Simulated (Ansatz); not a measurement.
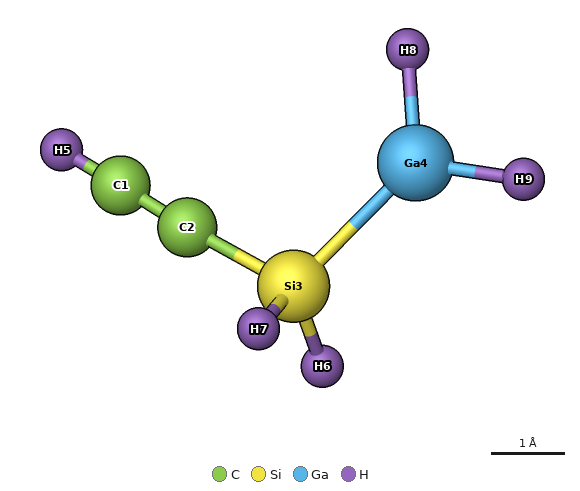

This is the input geometry for a relaxation of C$_{2}$H$_{5}$GaSi. Style: ball-and-stick. Shown at a tilt.

The start comes from GFN2-xTB.

Level of theory: RKS PBE0-D4/def2-TZVP in Ansatz 0.2.0.

Input
```yaml
crystal:
  periodic: [false, false, false]
  atoms:
    - {symbol: C, position_ang: [2.004580, -0.917610, -1.314450]}
    - {symbol: C, position_ang: [1.318990, -0.151810, -0.688870]}
    - {symbol: Si, position_ang: [0.196430, 0.963350, 0.284860]}
    - {symbol: Ga, position_ang: [-1.814270, -0.293530, 0.751020]}
    - {symbol: H, position_ang: [2.617500, -1.576590, -1.861070]}
    - {symbol: H, position_ang: [-0.020190, 2.168490, -0.548450]}
    - {symbol: H, position_ang: [0.957680, 1.367070, 1.490080]}
    - {symbol: H, position_ang: [-2.135200, -1.825000, 0.362520]}
    - {symbol: H, position_ang: [-3.125530, 0.265630, 1.524370]}
basis:
  gaussian: {orbitals: def2-TZVP}
hamiltonian: {xc: pbe0, dispersion: d4}
relax: {f_tol: 0.005, max_steps: 150}
```

Run as
```bash
ansatz run in.yaml --threads 2 --pin off --events-out ev --progress --plain --max-ram 4352MiB
```

### Where does the relaxation end?

After 10 accepted moves (12 points after the start) the energy has fallen by 0.119 eV. Largest force component: 0.98 eV/Å at the start, 0.0018 eV/Å at the end. The line search rejected the trial steps at points 7, 10 of the run. The forces were under the threshold at step 9, but the run went on from there. The largest move after the best rigid fit is that of H9, 0.21 Å. Largest moves by element: H 0.21 Å, Si 0.10 Å, Ga 0.07 Å, C 0.05 Å. Among the contacts that change: Ga4–H9 1.622 → 1.574 Å, Ga4–H8 1.612 → 1.570 Å, C2–Si3 1.858 → 1.825 Å, C1–H5 1.053 → 1.066 Å. Bond angles that change, for instance: H8–Ga4–H9 106.3° → 119.1°, Si3–Ga4–H9 125.8° → 119.3°, Si3–Ga4–H8 127.8° → 121.6°.

Final geometry:

```xyz
9

C     2.0503   -0.9009   -1.3275
C     1.3259   -0.1697   -0.6973
Si    0.1719    0.8732    0.2577
Ga   -1.8749   -0.3049    0.7722
H     2.6957   -1.5409   -1.8843
H    -0.1135    2.1014   -0.5349
H     0.8550    1.2996    1.5110
H    -2.0926   -1.8014    0.3499
H    -3.0178    0.4437    1.5532
```

After the run, drawn alike:

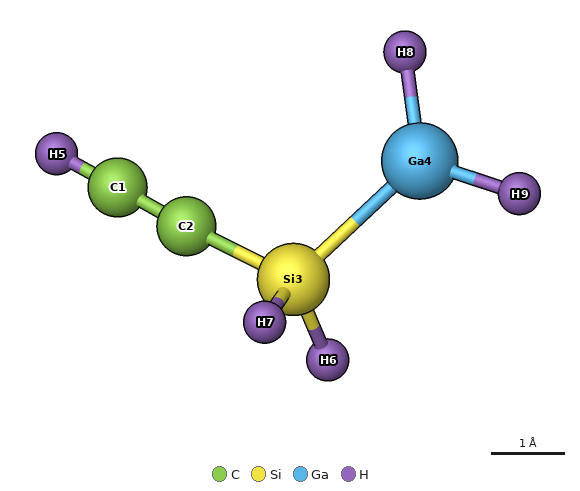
